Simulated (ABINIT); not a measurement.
# Quasiparticle gap of InP (F-43m) in ABINIT, part 2 of 2

Wanted: ground state, empty states, screening and self-energy for InP (F-43m).

ABINIT 10.8.3; PBE and many-body steps on it, plane waves. Known limits of the many-body steps: not at the basis limit; mesh may overstate the screening; screening head approximate; coarse k mesh.

So far. Step 2 (Ground state): The gap is direct, at Γ. Step 3 (Empty states on the mesh, 4×4×4 mesh, 276 bands): On this mesh the gap is 0.660 eV.

## 4. Screening, 4×4×4 mesh, 252 bands, screening to 182.3 eV

The RPA dielectric matrix is built and inverted for each q.

This step: RPA screening on PBE with spin-orbit coupling, plane waves, norm-conserving pseudopotentials.

The input, run.abi:

```
acell 3*1.0 Angstrom
rprim 
  -0.000000000000 2.934350000000 2.934350000000
  2.934350000000 -0.000000000000 2.934350000000
  2.934350000000 2.934350000000 -0.000000000000
ntypat 2
znucl 49 15
natom 2
typat 1 2
xred 
  0.000000000000 0.000000000000 0.000000000000
  0.250000000000 0.250000000000 0.250000000000
pp_dirpath "pseudos"
pseudos "In.upf, P.upf"
ecut 33
nspinor 2
ngkpt 4 4 4
nshiftk 1
shiftk 0 0 0
kptopt 1
chksymbreak 0
istwfk *1
occopt 1
irdwfk 1
optdriver 3
nband 252
ecuteps 6.7
inclvkb 0
awtr 1
symchi 1
indata_prefix "in"
outdata_prefix "out"
tmpdata_prefix "tmp"
```

Launch:

```console
> OMP_NUM_THREADS=1 mpirun -n 4 abinit run.abi > log
```

Numbers of over 12 decimals in the logs are rounded to 6 here.

Log:

```text
.Version 10.8.3 of ABINIT. v10.8.2 released Aug 2026.

 Symmetries : space group F-4 3 m (#216); Bravais cF (face-center cubic)
[... echo of the input left out ...]
== DATASET  1 ==================================================================
-   mpi_nproc: 4, omp_nthreads: 1 (-1 if OMP is not activated)

--- !DatasetInfo
iteration_state: {dtset: 1, }
dimensions: {natom: 2, nkpt: 8, mband: 252, nsppol: 1, nspinor: 2, nspden: 1, mpw: 3119, }
cutoff_energies: {ecut:  33.0, pawecutdg:  -1.0, }
electrons: {nelect:   2.60000000E+01, charge:   0.00000000E+00, occopt:   1.00000000E+00, tsmear:   1.00000000E-02, }

 SCREENING: Calculation of the susceptibility and dielectric matrices

 Based on a program developped by R.W. Godby, V. Olevano, G. Onida, and L. Reining.
 Incorporated in ABINIT by V. Olevano, G.-M. Rignanese, and M. Torrent.
.Using double precision arithmetic ; gwpc =  8

[... cell and pseudopotentials left out ...]
--------------------------------------------------------------------------------

 ==== K-mesh for the wavefunctions ====
 Number of points in the irreducible wedge :     8
[... list of points left out ...]
 Together with 24 symmetry operations and time-reversal symmetry
 yields    64 points in the full Brillouin Zone.

 ==== Q-mesh for the screening function ====
 Number of points in the irreducible wedge :     8
[... list of points left out ...]
 Together with 24 symmetry operations and time-reversal symmetry
 yields    64 points in the full Brillouin Zone.

 setmesh: FFT mesh size selected  =    30x   30x   30
          total number of points  =        27000

 vcoul_init : cutoff-mode = AUXILIARY_FUNCTION
 q-points for optical limit:   1
     1)      0.000010    0.000020    0.000030

- screening: taking advantage of time-reversal symmetry
- Maximum band index for partially occupied states nbvw = 26
- Remaining bands to be divided among processors   nbcw = 226
- Number of bands treated by each node ~56

 Number of electrons calculated from density =   26.0000; Expected =   26.0000
 average of density, n =  0.076245
 r_s =    1.4630
 omega_plasma =   26.6355 [eV]

 calculating chi0 at frequencies [eV] :
  1    0.000000E+00    0.000000E+00
  2    0.000000E+00    2.663552E+01

--------------------------------------------------------------------------------
  q-point number  1        q = ( 0.000000, 0.000000, 0.000000) [r.l.u.]
--------------------------------------------------------------------------------
[... chi0 elements left out ...]
 For q-point:  0.000010 0.000020 0.000030
  dielectric constant =  50.4630
  dielectric constant without local fields =  53.2603

  Average fulfillment of the sum rule on Im[epsilon] for q-point    1 :     66.96  [%]
[... wings left out ...]
  q-point number  2        q = ( 0.250000, 0.000000, 0.000000) [r.l.u.]
--------------------------------------------------------------------------------
[... chi0 elements left out ...]
  Average fulfillment of the sum rule on Im[epsilon] for q-point    2 :     78.93  [%]

 [... 6 further q-points ...]
```

Elapsed: 6.3 min, on 4 MPI ranks of Arm Neoverse V1, shared host; peak memory 2.7 GiB; 25 min of CPU time.

This step gave:

* ε∞ with local fields, on this mesh, along the program's q direction: 50.46
* the same without local fields: 53.26
* plasma frequency: 26.64 eV
* plane waves in the screening matrix: 283

Local fields lower ε∞ by 5 %. On a Γ-centred mesh this coarse the value itself is usually too large, while a short band sum pulls it down.

## 5. Self-energy, 4×4×4 mesh, 252 bands, screening to 182.3 eV

The self-energy is evaluated for the states that the input lists, and the levels follow from it, in one-shot runs by the linearised quasiparticle equation.

This step: G0W0 on PBE with spin-orbit coupling, plane waves, norm-conserving pseudopotentials.

run.abi, as its differences from that of step 4:

```diff
@@ -24,8 +24,19 @@
 irdwfk 1
-optdriver 3
+optdriver 4
 nband 252
+gwcalctyp 0
+ecutsigx 33
+symsigma 0
+nkptgw 3
+kptgw 
+  0.0000000000 0.0000000000 0.0000000000
+  0.5000000000 0.0000000000 0.0000000000
+  0.5000000000 0.5000000000 0.0000000000
+bdgw 
+  23 30
+  23 30
+  23 30
 ecuteps 6.7
-inclvkb 0
-awtr 1
-symchi 1
+irdscr 1
+ppmodel 1
 indata_prefix "in"
```

Log:

```text
.Version 10.8.3 of ABINIT. v10.8.2 released Aug 2026.

 Symmetries : space group F-4 3 m (#216); Bravais cF (face-center cubic)
[... echo of the input left out ...]
== DATASET  1 ==================================================================
-   mpi_nproc: 4, omp_nthreads: 1 (-1 if OMP is not activated)

--- !DatasetInfo
iteration_state: {dtset: 1, }
dimensions: {natom: 2, nkpt: 8, mband: 252, nsppol: 1, nspinor: 2, nspden: 1, mpw: 3119, }
cutoff_energies: {ecut:  33.0, pawecutdg:  -1.0, }
electrons: {nelect:   2.60000000E+01, charge:   0.00000000E+00, occopt:   1.00000000E+00, tsmear:   1.00000000E-02, }

 SIGMA: Calculation of the GW corrections

 Based on a program developped by R.W. Godby, V. Olevano, G. Onida, and L. Reining.
 Incorporated in ABINIT by V. Olevano, G.-M. Rignanese, and M. Torrent.
.Using double precision arithmetic ; gwpc =  8

[... cell and pseudopotentials left out ...]
--------------------------------------------------------------------------------

 ==== K-mesh for the wavefunctions ====
 Number of points in the irreducible wedge :     8
[... list of points left out ...]
 Together with 24 symmetry operations and time-reversal symmetry
 yields    64 points in the full Brillouin Zone.

 ==== Q-mesh for screening function ====
 Number of points in the irreducible wedge :     8
[... list of points left out ...]
 Together with 24 symmetry operations and time-reversal symmetry
 yields    64 points in the full Brillouin Zone.

 vcoul_init : cutoff-mode = AUXILIARY_FUNCTION
 q-points for optical limit:   1
     1)      0.000010    0.000020    0.000030
 setmesh: FFT mesh size selected  =    45x   45x   45
          total number of points  =        91125

 Number of electrons calculated from density =   26.0000; Expected =   26.0000
 average of density, n =  0.076245
 r_s =    1.4630
 omega_plasma =   26.6355 [eV]

 === KS Band Gaps ===
  >>>> For spin  1
   Minimum direct gap =   0.6604 [eV], located at k-point      :   0.0000  0.0000  0.0000
   Fundamental gap    =   0.6604 [eV], Top of valence bands at :   0.0000  0.0000  0.0000
                                       Bottom of conduction at :   0.0000  0.0000  0.0000
 SIGMA fundamental parameters:
 PLASMON POLE MODEL  1
 number of plane-waves for SigmaX                 3119
 number of plane-waves for SigmaC and W            283
 number of plane-waves for wavefunctions          3119
 number of bands                                   252
 number of independent spin polarizations            1
 number of spinorial components                      2
 number of k-points in IBZ                           8
 number of q-points in IBZ                           8
 number of symmetry operations                      24
 number of k-points in BZ                           64
 number of q-points in BZ                           64
 number of frequencies for dSigma/dE                 9
 frequency step for dSigma/dE [eV]                0.25
 number of omega for Sigma on real axis              0
 max omega for Sigma on real axis  [eV]           0.00
 zcut for avoiding poles [eV]                     0.10

 EPSILON^-1 parameters (SCR file):
 dimension of the eps^-1 matrix on file            283
 dimension of the eps^-1 matrix used               283
 number of plane-waves for wavefunctions          3119
 number of bands                                   252
 number of q-points in IBZ                           8
 number of frequencies                               2
 number of real frequencies                          1
 number of imag frequencies                          1

 matrix elements of self-energy operator (all in [eV])

 Perturbative Calculation

--- !SelfEnergy_ee
iteration_state: {dtset: 1, }
kpoint     : [   0.000,    0.000,    0.000, ]
spin       : 1
KS_gap     :    0.660
QP_gap     :    1.316
Delta_QP_KS:    0.656
data: !SigmaeeData |
     Band     E0 <VxcDFT>   SigX SigC(E0)      Z dSigC/dE  Sig(E)    E-E0       E
       23   4.955 -12.879 -14.751   1.148   0.778  -0.286 -13.442  -0.563   4.392
       24   4.955 -12.879 -14.752   1.149   0.778  -0.286 -13.442  -0.563   4.392
       25   4.955 -12.879 -14.753   1.149   0.778  -0.286 -13.443  -0.564   4.392
       26   4.955 -12.879 -14.757   1.152   0.778  -0.286 -13.443  -0.564   4.391
       27   5.616 -11.724  -7.727  -3.881   0.793  -0.262 -11.632   0.092   5.707
       28   5.616 -11.724  -7.728  -3.881   0.793  -0.262 -11.632   0.092   5.707
       29   8.702 -10.852  -6.386  -4.199   0.798  -0.254 -10.639   0.213   8.915
       30   8.702 -10.852  -6.386  -4.199   0.798  -0.253 -10.639   0.213   8.915

--- !SelfEnergy_ee
iteration_state: {dtset: 1, }
kpoint     : [   0.500,    0.000,    0.000, ]
spin       : 1
KS_gap     :    2.403
QP_gap     :    3.113
Delta_QP_KS:    0.709
data: !SigmaeeData |
     Band     E0 <VxcDFT>   SigX SigC(E0)      Z dSigC/dE  Sig(E)    E-E0       E
       23   3.899 -12.285 -14.555   1.499   0.776  -0.289 -12.883  -0.598   3.301
       24   3.899 -12.285 -14.555   1.499   0.776  -0.289 -12.883  -0.598   3.301
[...]
--- !SelfEnergy_ee
iteration_state: {dtset: 1, }
kpoint     : [   0.500,    0.500,    0.000, ]
spin       : 1
KS_gap     :    4.029
QP_gap     :    4.558
Delta_QP_KS:    0.529
data: !SigmaeeData |
     Band     E0 <VxcDFT>   SigX SigC(E0)      Z dSigC/dE  Sig(E)    E-E0       E
[...]
26   2.662 -11.403 -14.170   1.879   0.772  -0.296 -12.088  -0.686   1.976
       27   6.691  -9.205  -5.573  -3.825   0.810  -0.234  -9.361  -0.156   6.534
       28   6.691  -9.205  -5.574  -3.824   0.810  -0.234  -9.362  -0.157   6.534
       29   7.196 -10.685  -6.692  -3.940   0.800  -0.250 -10.643   0.042   7.238
       30   7.196 -10.685  -6.692  -3.940   0.800  -0.250 -10.643   0.042   7.238

== END DATASET(S) ==============================================================
================================================================================

 -outvars: echo values of variables after computation  --------
           etotal      0.0000000000E+00
            nband         252
             nkpt           8
          spgroup         216
 [... the other variables as echoed above ...]

 Calculation completed.
```

Run time: 14 min. Hardware: 4 MPI ranks; peak memory 2.4 GiB.

Numbers from this step:

* G0W0 gap on the points computed: 1.315 eV
* starting gap on the mesh: 0.6604 eV
* k of the valence top: 0, 0, 0
* k of the conduction bottom: 0, 0, 0
* Z at the valence top: 0.778
* Z at the conduction bottom: 0.793
* least direct G0W0 gap on the computed points: 1.315 eV

The gap on the mesh goes from 0.66 eV to 1.31 eV, a correction of +0.65 eV.

Limits: finite bands, cutoff and mesh; screening head approximate; coarse k mesh. v1 is the top filled band, c1 the lowest empty one. Levels before and after the correction, in eV, zero at the valence-band top of each column:

|  | conduction bottom | valence top |
| --- | --- | --- |
| Kohn-Sham | 0.66 | 0.00 |
| G0W0 | 1.31 | 0.00 |

|  | level | energy (eV) |
| --- | --- | --- |
| Kohn-Sham | Γ v4-v1 | 0.000 |
| Kohn-Sham | Γ c1-c2 | 0.660 |
| Kohn-Sham | Γ c3-c4 | 3.746 |
| G0W0 | Γ v4-v1 | 0.000 |
| G0W0 | Γ c1-c2 | 1.315 |
| G0W0 | Γ c3-c4 | 4.523 |

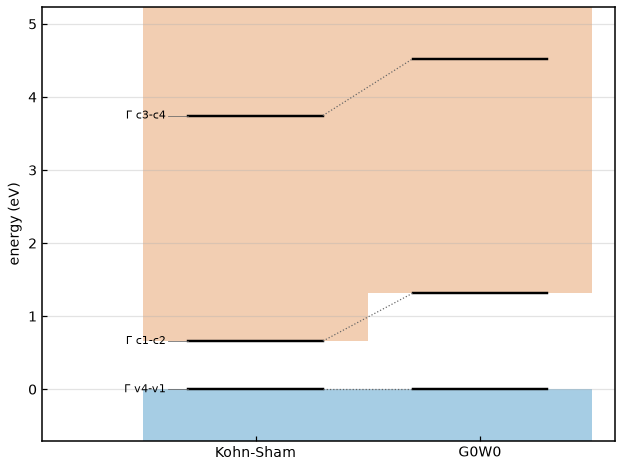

Levels before and after the correction. Shaded: valence and conduction bands.

## 6. Where the time went

Times are wall times on 4 MPI ranks of Arm Neoverse V1, shared host, good to a factor of about two.

| step | time | share | memory (GiB) |
| --- | --- | --- | --- |
| ground state | 63 s | 4 % | 0.37 |
| empty states on the mesh | 3.8 min | 15 % | 0.57 |
| screening | 6.3 min | 25 % | 2.7 |
| self-energy | 14 min | 55 % | 2.4 |

## 7. Outcome

| Property | Result |
| --- | --- |
| PBE gap | 0.66 eV, direct |
| G0W0 gap on the mesh | 1.31 eV |
| GW settings | 4×4×4 mesh, 252 bands, screening to 182.3 eV, Godby-Needs plasmon pole |
| known limits | not at the basis limit; mesh may overstate the screening; screening head approximate; coarse k mesh |

G0W0 moves the gap on the mesh from 0.66 eV to 1.31 eV (+0.65 eV), with Z of 0.78 and 0.79 at the edges. Local fields lower the RPA ε∞ on this mesh from 53.26 to 50.46; a Γ-centred mesh this coarse tends to raise both, most where the direct gap is narrow, while a short band sum lowers them. Only 3 of the mesh's irreducible points were corrected, so a valley elsewhere could overtake. The dearest step here is «self-energy». Bands and cutoff are finite, so the gap is not at the basis limit. The miss can reach some tenths of an eV and take either sign; the mesh is an error of its own. In the G0W0 run levels were corrected at 3 k points alone, so a gap called «on the mesh» is the least over those, and an edge elsewhere would be missed. The 4×4×4 mesh is coarse for this cell, which bears on the long-range parts of exchange and screening. The RPA ε∞ on this mesh reaches over 25; with a narrow direct gap a coarse mesh can overstate it, and the correction is then too small. The long-wavelength limit of the screening leaves out the non-local commutator, which shifts ε∞.

[Paths, hosts, dates, memory and timing lines, banners, echoed tables and standing remarks are left out of the program output.]

[Logs are printed without paths, hosts, clocks, repeated set-up lines and the standing remarks that a program may print on its own settings, such as how far it seeks lower states.]

[Runs of the session that timed out or met a known fault of the program may be left out.]

[Hosts, paths, dates, database ids (printed as entryN), source tags and the programs' standing remarks are cut or masked in the printed files.]

[G0W0 gaps are taken among the corrected bands and points alone; a level outside them can change the order at an edge.]

[Where Ansatz stands beside ABINIT at settings called matched, ABINIT's density can come from a denser mesh and the files from another edition; pairs whose starting gaps differed by over 0.03 eV were left out, so agreement reads better than it is.]
